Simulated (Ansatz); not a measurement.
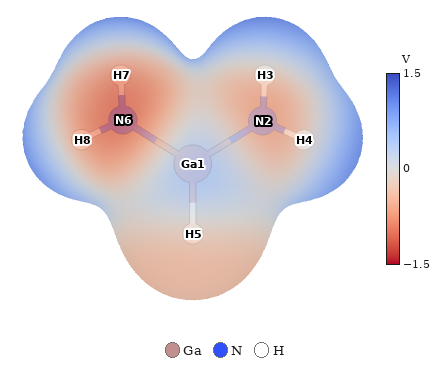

The picture shows: GaH$_{5}$N$_{2}$. The electrostatic potential painted on the density surface at 0.001 e/bohr³, seen across its widest extent; the colour scale runs from red (negative) to blue (positive).

These are results of RKS BLYP-D4/def2-SVP (Ansatz), not measurements.

```yaml
atoms:
  - { symbol: Ga, position_ang: [0.4958, 0.1793, -0.0862] }
  - { symbol: N, position_ang: [0.7906, -0.0618, 1.7131] }
  - { symbol: H, position_ang: [0.1011, -0.4682, 2.3490] }
  - { symbol: H, position_ang: [1.7312, -0.1180, 2.1080] }
  - { symbol: H, position_ang: [1.6470, 0.5956, -1.0606] }
  - { symbol: N, position_ang: [-1.2231, -0.0977, -0.6793] }
  - { symbol: H, position_ang: [-2.0210, -0.2254, -0.0531] }
  - { symbol: H, position_ang: [-1.5307, 0.1962, -1.6083] }
```

**Describe the electrostatic potential map.**

The most negative region (about −1.0 V, or −23 kcal/mol for a unit charge) lies over N2 and N6, the most positive (about +1.0 V, or +23 kcal/mol for a unit charge) over H3 and H7.
